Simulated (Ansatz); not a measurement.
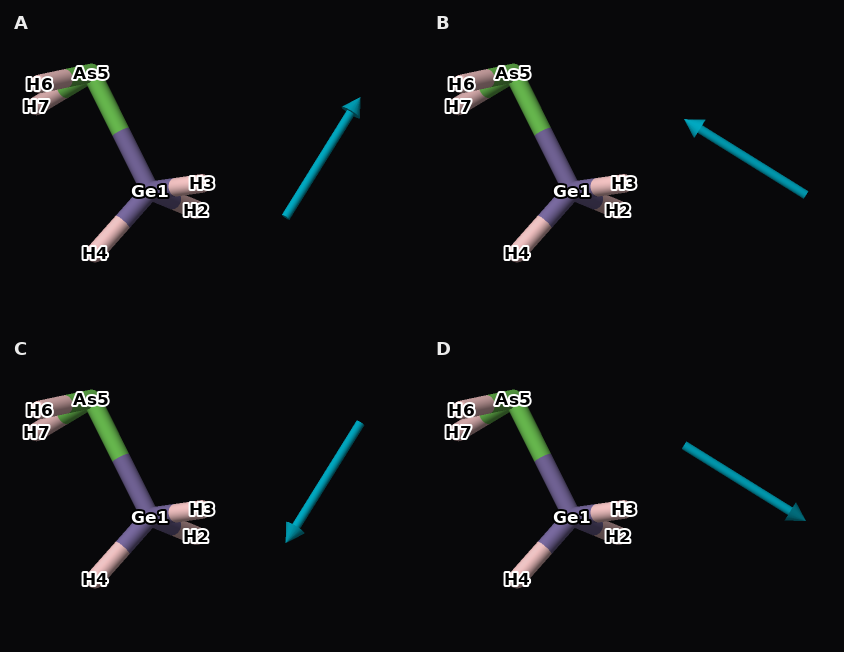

The same molecule four times, each with an arrow. Computed geometry: PBE0-D4/def2-TZVP optimisation. Level of theory: RKS PBE0-D4/def2-TZVP (Ansatz 0.2.0).

Question: Which arrow points along the dipole moment, from the negative to the positive end?

Answer: C. The dipole moment is 0.41 D; it points from the side of As5 to the side of H4 (the outermost atoms at the two ends).
